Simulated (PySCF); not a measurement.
# CeFS (Ce(S)(F)): the cost of one run

Program: PySCF 2.14.0. Level of theory: several levels, as the steps say, no spin–orbit coupling. These are calculated values, not measurements.

1 further run of the same task is left out (for a known fault of the program).

**1. The system as given**

3 atoms, charge 0, spin multiplicity 1.

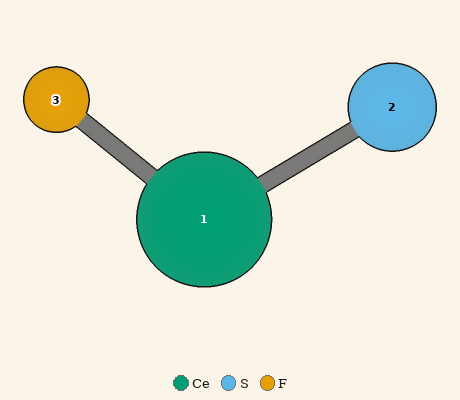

The structure; cerium teal, sulfur blue, fluorine amber; atoms are numbered from 1 in the order of the file.

Coordinates:

```xyz
3
CeFS
Ce   -0.1998    0.0000   -0.4861
S     1.8096    0.0000    0.8499
F    -1.8905    0.0000    0.7561
```

Formal oxidation states: Ce +3. Each metal's 1 4f electrons lie in its core potential, so multiplicities, spins and levels count the valence alone. An earlier session relaxed this geometry at PBE0, Ce lcecp-1-SVP with ECP47, S def2-SVP, F def2-SVP (singlet, point group Cs).

At PBE0 on the finer grid: E = -529.945739 Eh, HOMO -5.82 eV, LUMO -2.33 eV, Mulliken charge on Ce1 +0.85 e, largest force component 0.006 eV/Å. 

Levels to run: B3LYP; wB97X; PBE0, TZVP. Hardware: 2 threads of Arm Neoverse V2, shared host.

**2. B3LYP**

run.py (the lines that set the calculation) reads:

```python
mol = gto.M(atom='''
Ce    -0.19979     0.00000    -0.48606
S      1.80958     0.00000     0.84990
F     -1.89047     0.00000     0.75608''',
    basis={'Ce': 'lcecp-1-SVP', 'S': 'def2-SVP', 'F': 'def2-SVP'},
    ecp={'Ce': 'lcecp-1-SVP'},
    charge=0, spin=0)
mf = dft.RKS(mol, xc='B3LYP')
mf.grids.atom_grid = (75, 302)  # f atoms: unpruned, at least (60, 302)
mf = mf.density_fit()  # fitting sets: Ce AutoAux, S def2-universal-JKFIT, F def2-universal-JKFIT
mf.conv_tol = 1e-08; mf.max_cycle = 55
mf.kernel(dm0)  # dm0: the density of the relaxed state
```

On the command line:

```
OMP_NUM_THREADS=2 python run.py
```

**Question.** How long does this run take on 2 threads of Arm Neoverse V2, shared host?

About 1.5 s.
